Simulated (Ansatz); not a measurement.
## Pressure series in Al2O3

Start from Al2O3 in the corundum structure (space group R-3c, No. 167).

```
Al2O3
1.0
    2.40399     1.38794     4.37387
   -2.40399     1.38794     4.37387
    0.00000    -2.77589     4.37387
Al O
4 6
Direct
  0.35213   0.35213   0.35213
  0.14787   0.14787   0.14787
  0.64787   0.64787   0.64787
  0.85213   0.85213   0.85213
  0.55616   0.94384   0.25000
  0.25000   0.55616   0.94384
  0.94384   0.25000   0.55616
  0.44384   0.05616   0.75000
  0.75000   0.44384   0.05616
  0.05616   0.75000   0.44384
```

Cell and atoms are relaxed at each pressure.

Method: Ansatz (a quantum-chemistry and plane-wave program), PBE, PAW, cutoff 420 eV, no SOC, earlier PAW set.

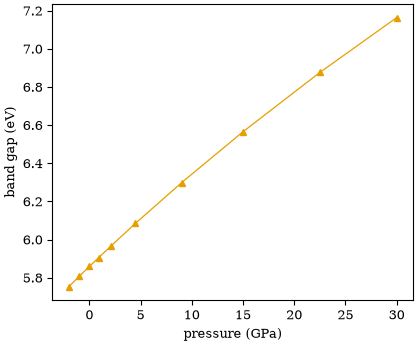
Fig. 1. Band gap against pressure

```
pressure (GPa)  band gap
--------------  --------
-2               5.75 eV
-1               5.81 eV
0.9              5.91 eV
2.1              5.97 eV
4.5              6.09 eV
9                6.30 eV
15               6.57 eV
22.5             6.88 eV
30               7.16 eV
```

Load acts through the strain it causes; cell and atoms are relaxed under it. Stability against distortions was not tested. No other phases were tried under pressure.
